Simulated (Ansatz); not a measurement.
```xyz
10

O    -0.6996    2.3456   -0.0336
C    -0.1898    1.1389    0.2643
C    -0.2062    0.1082   -0.5897
Si    0.5081   -1.5211   -0.1339
Cl   -0.9685   -2.9697    0.0834
H    -0.5911    2.9488    0.7098
H     0.2516    1.0462    1.2661
H    -0.6713    0.2768   -1.5670
H     1.2093   -1.3893    1.1708
H     1.4409   -2.0356   -1.1670
```

These are results of Ansatz 0.2.0, RKS CAM-B3LYP-D4/def2-SVP, not measurements.

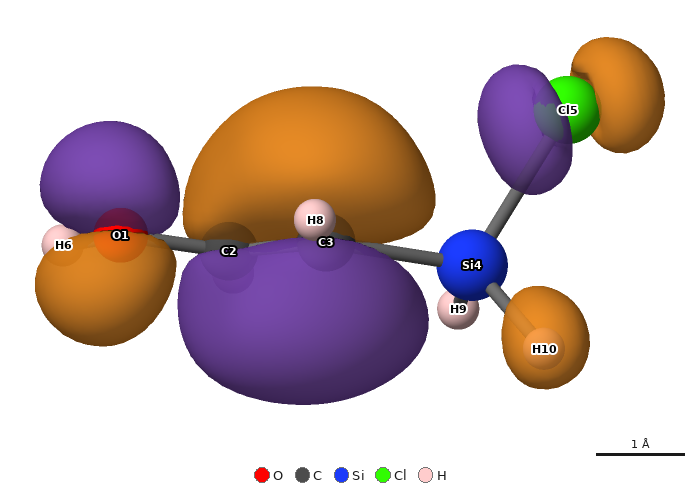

C$_{2}$H$_{5}$ClOSi. The HOMO at ±0.08 Å⁻³ᐟ² (orange and purple are the two phases), seen from one side.

> What is the character of this orbital?

It lies mainly on C3 (about 40 %), C2 (about 20 %) and O1 (about 20 %). Its energy is −8.41 eV.
